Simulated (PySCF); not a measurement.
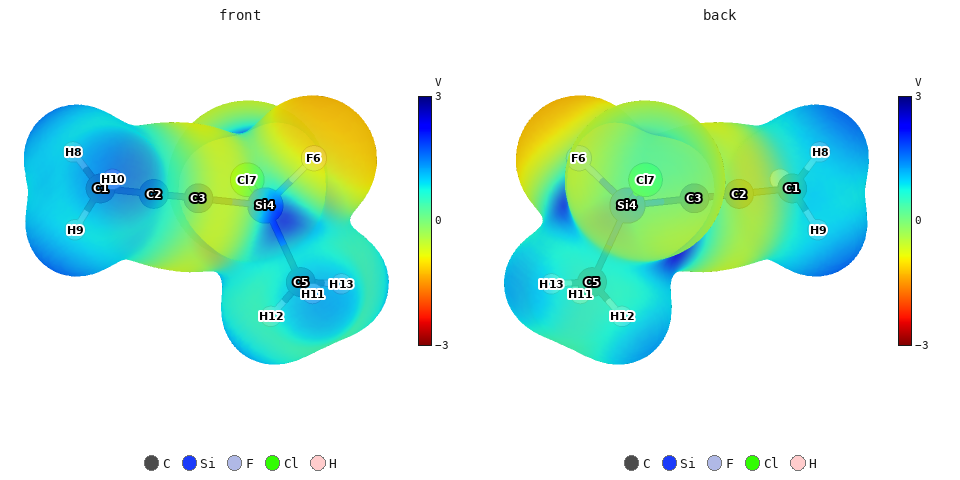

The picture shows: C$_{4}$H$_{6}$ClFSi. The molecular electrostatic potential painted on the density surface at 0.004 e/bohr³, seen from the front and from behind; the colour scale runs from red (negative) to blue (positive).

Geometry: GFN2-xTB.

These are results of wB97X-D/def2-SVPD, SCF density, gas phase (PySCF), not measurements.

Input

```
{"job": {"kind": "uv", "xc": "wB97X-D", "basis": "def2-SVPD", "nstates": 8, "ntriplets": 3}, "charge": 0, "multiplicity": 1}
C     -3.001063    -0.432943     0.303188
C     -1.621762    -0.015628     0.253354
C     -0.468667     0.333947     0.217959
Si     1.285588     0.877389     0.121068
C      2.491677    -0.536755    -0.227208
F      1.669014     1.489623     1.569599
Cl     1.478299     2.396478    -1.192665
H     -3.651881     0.417900     0.104045
H     -3.181924    -1.202983    -0.446215
H     -3.232785    -0.834446     1.289056
H      2.408704    -1.310360     0.530726
H      2.300016    -0.997700    -1.191530
H      3.520395    -0.184036    -0.227697
```

Launched as:

```sh
OMP_NUM_THREADS=1 python probes_run.py task.json out
```

### Where is the surface potential most negative and most positive?

The most negative region (about −1.3 V) lies over F6, the most positive (about +2.0 V) over Si4. Cl7 shows a σ-hole: about +0.3 V at the tip opposite its bond, against about −0.4 V on its flanks.
